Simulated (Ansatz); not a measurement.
**C2H3In (SMILES C#[C][InH2]) at CCSD/def2-SVPD (core potential)**

Aim: the vertical electron affinity of C2H3In at CCSD/def2-SVPD (core potential), from 2 runs. 

The calculation is run with Ansatz 0.2.0.

48 further runs of the same task are left out: 1 that didn't finish, 47 set aside as unsound or not needed.

## Step 1: The system as given

The species is C2H3In (6 atoms), meant as a singlet with charge 0. As SMILES, `C#[C][InH2]`. The shape is that of a PBE0-D4/def2-TZVP optimisation.

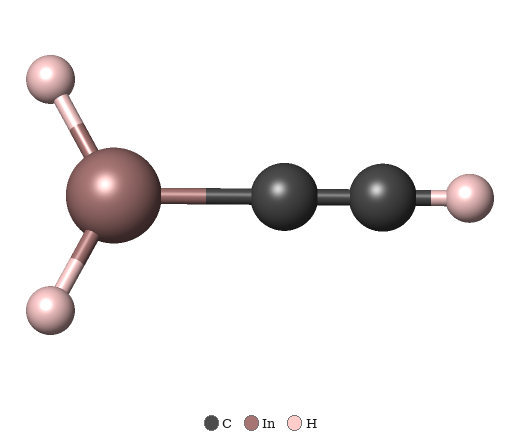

Viewed from a chosen angle; carbon dark grey, indium brown, hydrogen pink.

## Step 2: A single-point energy at CCSD/def2-SVPD (core potential)

Contents of job.yaml:

```yaml
crystal:
  periodic: [false, false, false]
  atoms:
    - {symbol: C, position_ang: [-0.186600, -1.928000, 0.015100]}
    - {symbol: C, position_ang: [-0.070400, -0.723400, 0.005900]}
    - {symbol: In, position_ang: [0.131900, 1.363900, -0.010600]}
    - {symbol: H, position_ang: [-0.289000, -2.989600, 0.023300]}
    - {symbol: H, position_ang: [0.673500, 2.081500, -1.468800]}
    - {symbol: H, position_ang: [-0.259400, 2.195500, 1.435000]}
basis:
  gaussian: {orbitals: def2-SVPD}
scf: {omitted_lower_state_checks: [cluster_reference, increment]}
accuracy: high
correlation: {method: ccsd, frozen_orbitals: {C: 1, H: 0, In: 4}}
```

Started as:

```console
ansatz run job.yaml --threads 1 --pin off --max-ram 3480MiB --events-out events.jsonl --progress --plain --runs-dir runs
```

What it wrote, cut to the lines that bear on the results:

```text
Warning: RAYON_NUM_THREADS=1 ignored (pool sized by the plan → 1); use --threads N
Functional definition: HF
  name "HF"
[...]
2051 factors; integrals over basis functions are off by at most 3.2e-9 eV
[...]
mean field -7252.88138131 eV, -266.5384745837 hartree, gradient 2.3e-8 eV, S^2 0.000000; 0 other end points of the search recorded, 0 dependent functions left out
6 core orbitals not correlated: weight in the atoms' cores, before any rotation towards them, 1.000 or more for the frozen orbitals, at most 0.000 for the correlated occupied ones
reference -7252.88138131 eV, -266.5384745837 hartree; 12, 12 occupied and 78, 78 virtual orbitals, 2051 factors
second order -9.76709397 eV of doubles, -0.00000000 eV of singles
cycle   1  -10.04074860 eV  change   -2.7e-1 eV  update   9.1e-2
[...]
cycle  21  -10.51618047 eV  change   -1.2e-9 eV  update   1.3e-9
Total energy: -7263.39756178 eV, -266.9249370878 hartree
Checks for a lower state left out: cluster_reference, increment
```

Wall time 20 s (1 thread of Arm Neoverse V2, shared host); peak memory 0.66 GiB.

## Step 3: The doublet anion at the same level

Contents of molecule.yaml:

```yaml
crystal:
  periodic: [false, false, false]
  atoms:
    - {symbol: C, position_ang: [-0.186600, -1.928000, 0.015100]}
    - {symbol: C, position_ang: [-0.070400, -0.723400, 0.005900]}
    - {symbol: In, position_ang: [0.131900, 1.363900, -0.010600]}
    - {symbol: H, position_ang: [-0.289000, -2.989600, 0.023300]}
    - {symbol: H, position_ang: [0.673500, 2.081500, -1.468800]}
    - {symbol: H, position_ang: [-0.259400, 2.195500, 1.435000]}
basis:
  gaussian: {orbitals: def2-SVPD}
scf: {omitted_lower_state_checks: [cluster_reference, increment]}
accuracy: high
correlation: {method: ccsd, frozen_orbitals: {C: 1, H: 0, In: 4}}
total_charge: -1
magnetization: {spin_polarized: true, initial_magnetization: 1}
```

Started as:

```console
ansatz run molecule.yaml --threads 1 --pin off --max-ram 3480MiB --events-out events.jsonl --progress --plain --runs-dir runs
```

What it wrote, cut to the lines that bear on the results:

```text
Warning: RAYON_NUM_THREADS=1 ignored (pool sized by the plan → 1); use --threads N
[... 2 set-up lines as earlier in the session ...]
[...]
2051 factors; integrals over basis functions are off by at most 3.2e-9 eV
[...]
mean field -7252.66924726 eV, -266.5306788012 hartree, gradient 2.3e-8 eV, S^2 0.805763; 4 other end points of the search recorded, 0 dependent functions left out
6 core orbitals not correlated: weight in the atoms' cores, before any rotation towards them, 1.000 or more for the frozen orbitals, at most 0.000 for the correlated occupied ones
reference -7252.66924726 eV, -266.5306788012 hartree; 13, 12 occupied and 77, 78 virtual orbitals, 2051 factors
second order -10.07312104 eV of doubles, -0.00000000 eV of singles
cycle   1  -10.40157783 eV  change   -3.3e-1 eV  update   9.8e-2
[...]
cycle  24  -10.93215171 eV  change   2.1e-10 eV  update   1.2e-9
Total energy: -7263.60139897 eV, -266.9324279663 hartree
Checks for a lower state left out: cluster_reference, increment
```

It took 81 s on 1 thread of Arm Neoverse V2, shared host; peak memory 1.4 GiB.

## Step 4: What came out

Level: CCSD/def2-SVPD (core potential), 6 core orbitals frozen.

| quantity | value |
| --- | --- |
| singlet C2H3In: total energy | -266.92494 Eh |
| singlet C2H3In: correlation energy (6 core orbitals frozen) | -386.5 mEh |
| singlet C2H3In: T1 diagnostic | 0.011 |
| doublet anion: total energy | -266.93243 Eh |
| doublet anion: correlation energy (6 core orbitals frozen) | -401.7 mEh |
| doublet anion: ⟨S²⟩ of the reference determinant | 0.806 |
| doublet anion: T1 diagnostic | 0.018 |
| vertical electron affinity (to the doublet anion) | 0.204 eV |

**Reading.** At fixed nuclei the extra electron is bound by 0.20 eV (19.7 kJ/mol).
